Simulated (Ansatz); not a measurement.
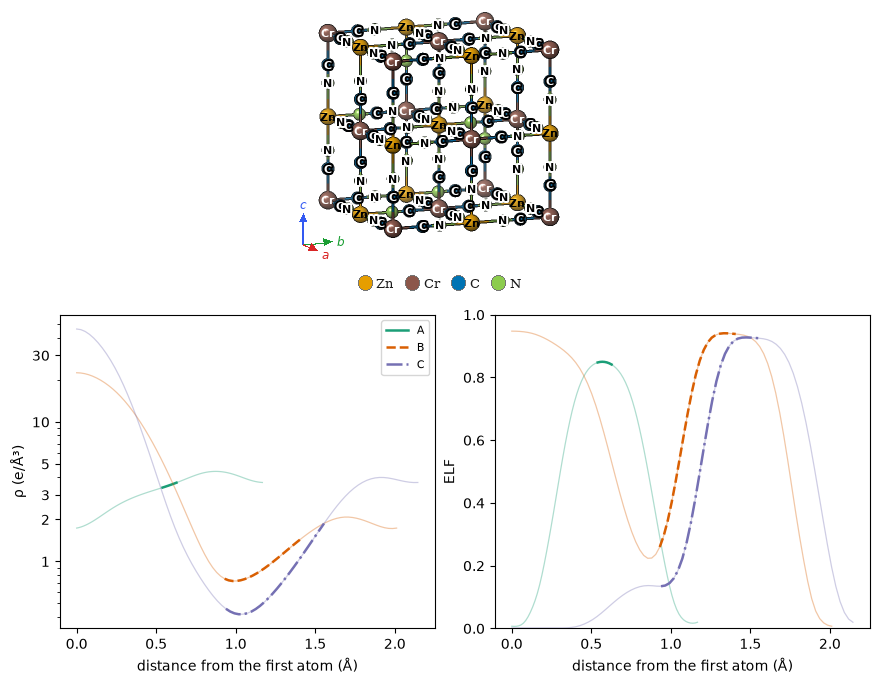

ZnCrC₆N₆. Valence pseudo-density and electron localisation function along straight lines between neighbouring atoms. Thin, pale parts lie inside the atomic spheres. The structure is drawn too.

Space group Fm-3m; a structure generated by program, which may or may not match a known phase; spin-polarised.

Computed with DFT PBE, scalar-relativistic, plane waves, PAW in Ansatz 0.2.0.

In a PAW calculation such maps are meaningful between the atoms, not at the nuclei.

Question: Which curve belongs to which contact (Cr–C, C–N and Zn–N)? The first atom named is at distance zero.

Answer: Curve A: C–N (1.17 Å): ρ at the midpoint is about 3.5 e/Å³; the ELF peaks at about 0.85 between the atoms. Curve B: Cr–C (2.01 Å): ρ is about 0.73 e/Å³ halfway; the ELF peaks at about 0.95 in the valence shell of C, 0.7 Å from its nucleus, and is about 0.40 at the midpoint. Curve C: Zn–N (2.14 Å): the density is about 0.43 e/Å³ at the midpoint; the ELF peaks at about 0.95 in the valence shell of N, 0.7 Å from its nucleus, and is about 0.20 at the midpoint; no shared electron pair shows on this line.
